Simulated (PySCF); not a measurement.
## NMR shielding calculation, with input and output: C₂H₈NPSi

The run: NMR shielding calculation of C₂H₈NPSi. Method and program: GIAO BLYP/pcSseg-1 NMR shielding, non-relativistic, gas phase (PySCF 2.14.0).

The geometry comes from this level: PBE0-D3(BJ)/def2-SVP. Figures and captions count atoms from 1; the log counts them from 0 in places.

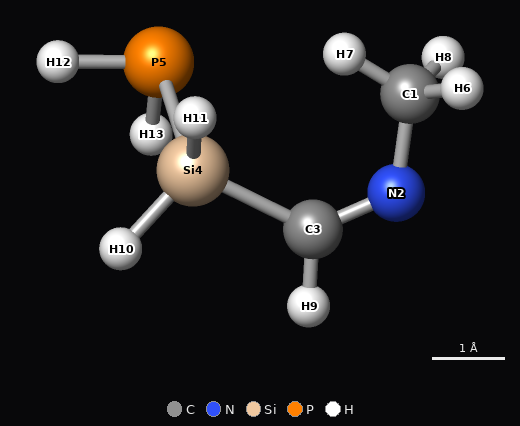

The structure as given in the input (ball-and-stick view, seen at a tilt; atoms are numbered from 1 in the order of the input). Bond lengths as drawn: C–H 1.10 to 1.11 Å, C–N 1.27 to 1.43 Å, C–Si 1.91 Å, H–P 1.43 Å, H–Si 1.49 to 1.50 Å and P–Si 2.27 Å.

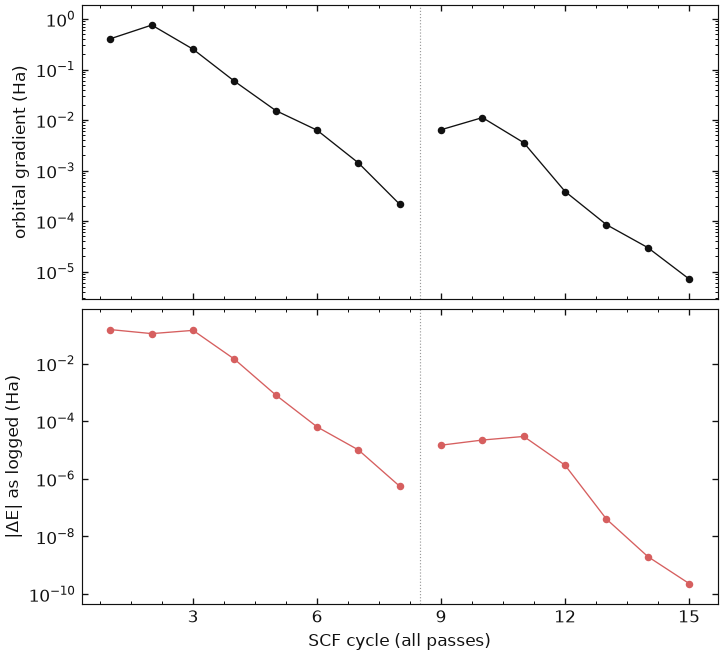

Convergence of the self-consistent field: orbital gradient and size of the energy change against the SCF cycle. The dotted line marks the change from a coarse to the final integration grid. The first 8 cycles use a coarse grid, the final grid takes over at cycle 9, and the field converges after 15 cycles in all.

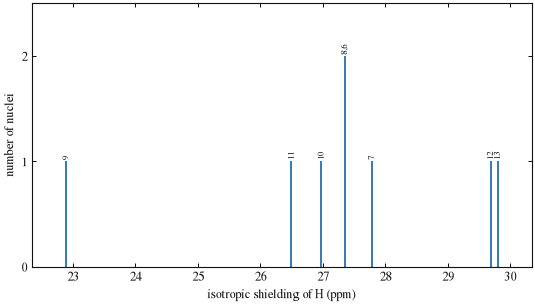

Isotropic shieldings of the hydrogen nuclei in this fixed geometry, labelled by atom number; shielding grows to the right, so chemical shift grows to the left. The least shielded is H9 (22.9 ppm), the most shielded H13 (29.8 ppm).

The input and output of the run follow.

## Input file
```
{"job": {"kind": "nmr", "xc": "BLYP", "basis": "pcSseg-1", "pop": false}, "charge": 0, "multiplicity": 1}
C      1.883112     0.517742     0.288772
N      1.578209    -0.295983    -0.850358
C      0.451842    -0.873830    -0.945506
Si    -1.034338    -0.832996     0.260061
P     -1.894846     1.268014     0.268528
H      2.803203     0.141363     0.764589
H      1.086269     0.578512     1.056857
H      2.110547     1.540547    -0.053415
H      0.295362    -1.475301    -1.860393
H     -2.006909    -1.859925    -0.221994
H     -0.644303    -1.171090     1.663593
H     -3.179048     0.860899     0.747540
H     -2.284455     1.197491    -1.104976
```

The first line tells a small driver script what to run in PySCF; the rest is the geometry in Å.

## The program's output
```
coarse grid: 11448 points
cycle   1  E = -766.4009197236  dE =  1.503e-01  |g| = 4.073e-01  |ddm| = 3.170e+00
cycle   2  E = -766.2918281454  dE =  1.091e-01  |g| = 7.597e-01  |ddm| = 1.467e+00
cycle   3  E = -766.4332351230  dE = -1.414e-01  |g| = 2.525e-01  |ddm| = 1.076e+00
cycle   4  E = -766.4473866155  dE = -1.415e-02  |g| = 5.877e-02  |ddm| = 1.971e-01
cycle   5  E = -766.4481953828  dE = -8.088e-04  |g| = 1.542e-02  |ddm| = 7.294e-02
cycle   6  E = -766.4482587038  dE = -6.332e-05  |g| = 6.301e-03  |ddm| = 2.563e-02
cycle   7  E = -766.4482687441  dE = -1.004e-05  |g| = 1.418e-03  |ddm| = 8.182e-03
cycle   8  E = -766.4482692938  dE = -5.497e-07  |g| = 2.149e-04  |ddm| = 2.073e-03
final grid: 100240 points
cycle   9  E = -766.4871271887  dE = -1.469e-05  |g| = 6.437e-03  |ddm| = 2.066e-02
cycle  10  E = -766.4871050357  dE =  2.215e-05  |g| = 1.120e-02  |ddm| = 1.665e-02
cycle  11  E = -766.4871345701  dE = -2.953e-05  |g| = 3.565e-03  |ddm| = 1.218e-02
cycle  12  E = -766.4871375310  dE = -2.961e-06  |g| = 3.857e-04  |ddm| = 2.566e-03
cycle  13  E = -766.4871375711  dE = -4.013e-08  |g| = 8.512e-05  |ddm| = 6.634e-04
cycle  14  E = -766.4871375731  dE = -2.017e-09  |g| = 2.994e-05  |ddm| = 1.439e-04
cycle  15  E = -766.4871375734  dE = -2.331e-10  |g| = 7.160e-06  |ddm| = 4.240e-05
converged SCF energy = -766.4871375734

GIAO shielding tensors (ppm)
atom      isotropic    diamagn.    paramagn.     s11        s22        s33       span
  0 C      121.732     249.468    -127.737    102.811    104.321    158.062     55.251
  1 N     -215.026     326.274    -541.300   -717.433   -185.645    257.999    975.431
  2 C        3.608     257.091    -253.484    -98.272      6.712    102.384    200.656
  3 Si     399.137     881.537    -482.400    362.063    407.617    427.731     65.667
  4 P      565.067     967.192    -402.125    506.377    542.920    645.904    139.527
  5 H       27.362      28.737      -1.375     25.347     26.126     30.612      5.265
  6 H       27.787      32.681      -4.894     25.105     28.175     30.081      4.976
  7 H       27.340      29.772      -2.432     25.517     26.612     29.891      4.375
  8 H       22.890      30.033      -7.143     20.193     21.530     26.947      6.754
  9 H       26.974      29.781      -2.807     23.574     25.107     32.242      8.668
 10 H       26.496      29.985      -3.488     23.794     25.318     30.376      6.582
 11 H       29.686      28.553       1.132     24.989     26.505     37.563     12.575
 12 H       29.797      29.633       0.164     25.363     27.448     36.579     11.215
```

## Summary

| quantity | value |
| --- | --- |
| outcome | converged |
| total energy | −766.487138 hartree |
| HOMO | −5.40 eV |
| LUMO | −1.93 eV |
| dipole moment | 1.06 D |
| isotropic shielding, C | 3.6 to 121.7 ppm |
| isotropic shielding, N | −215.0 ppm |
| isotropic shielding, Si | 399.1 ppm |
| isotropic shielding, P | 565.1 ppm |
| isotropic shielding, H | 22.9 to 29.8 ppm |
| hardware | 1 CPU thread, shared host |
| wall time | 17 s |
| peak memory | 0.72 GiB |
